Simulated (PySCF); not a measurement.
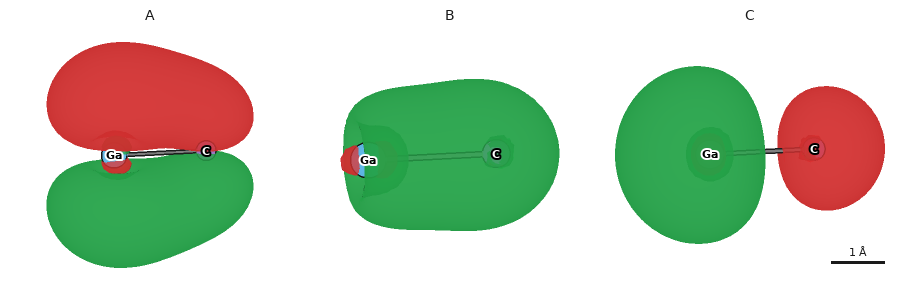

GaC (quartet). Three frontier β-spin orbitals, each drawn at the value that holds 80 % of its norm (green and red are the two phases), in no order; of a degenerate pair one member is drawn.

These are results of PBE0/cc-pVDZ(-PP), non-relativistic Hamiltonian with scalar-relativistic core potentials where named, at a bond length of 2.022 Å in PySCF 2.14.0, not measurements.

Name the orbitals and rank them from lowest to highest energy.

Orbital B: σ, occupied in this spin, −13.49 eV; shared between the atoms (Ga 30 %, C 70 %).
Orbital C: σ, occupied in this spin, −8.29 eV; shared between the atoms (Ga 70 %, C 30 %).
Orbital A: π, empty in this spin, −2.43 eV; bonding, with no node between the atoms.
